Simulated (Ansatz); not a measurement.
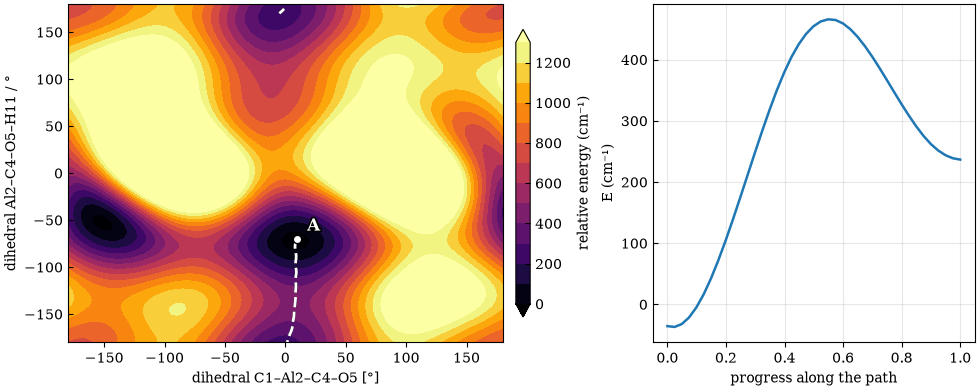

C2H6AlIO, SMILES [CH3][Al]([I])[CH2]O. The first coordinate is: dihedral C1–Al2–C4–O5; the second: dihedral Al2–C4–O5–H11. Nothing is relaxed (all other coordinates rigid). Grid: 18 × 18 points. All energies are given in cm⁻¹ relative to the lowest grid point. Level of theory: RKS SPW92 (LDA)/def2-SVP (Ansatz 0.2.0).

Drawn: filled contours, a line along the lowest path, one colour for all values above the top of the scale, the energy along the path at the right, the start A. Between grid points the surface is interpolated.

### Describe the path and its barrier.

The easiest path leads from the well at about dihedral C1–Al2–C4–O5 = 10°, dihedral Al2–C4–O5–H11 = −70° to the well at about dihedral C1–Al2–C4–O5 = −5°, dihedral Al2–C4–O5–H11 = 170°, about 270 cm⁻¹ higher. Its highest point lies about 500 cm⁻¹ above the bottom of the first well on the interpolated surface, at about dihedral C1–Al2–C4–O5 = 10°, dihedral Al2–C4–O5–H11 = −135°. Seen from the upper well the barrier is about 230 cm⁻¹. The start is the relaxed structure and all else is held, so a fully relaxed path at this level can only be lower.
